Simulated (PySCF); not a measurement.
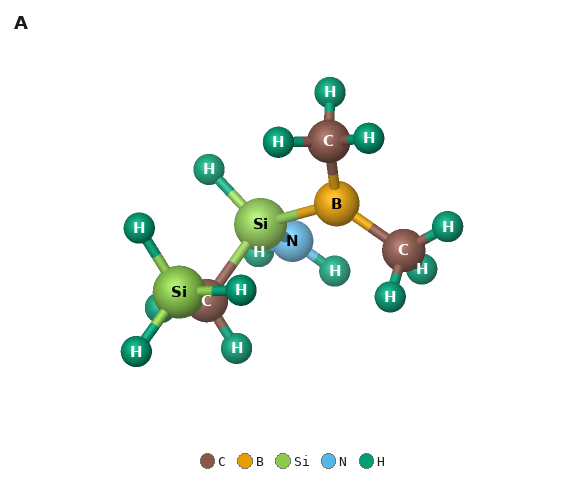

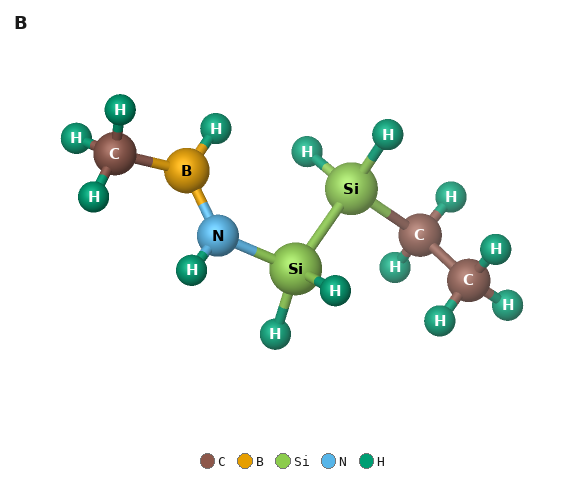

2 stationary structures of one formula. Geometries: GFN2-xTB. Electronic energies: PBE0/pcSseg-1 (PySCF 2.14.0), without zero-point energy. No frequency run is at hand to confirm each as a minimum. Each is one conformer, not always the lowest.

### Rank them by energy, lowest first.

B is lowest; A lies 24.6 kcal/mol above it. A is `CB(C)[Si@@H](N)C[SiH3]`, B is `CBN[SiH2][SiH2]CC`.

The geometry is semi-empirical. Around B, Si such bond lengths and angles can be off by a tenth of an ångström or more and by several degrees, and values that hang on the shape move with them.
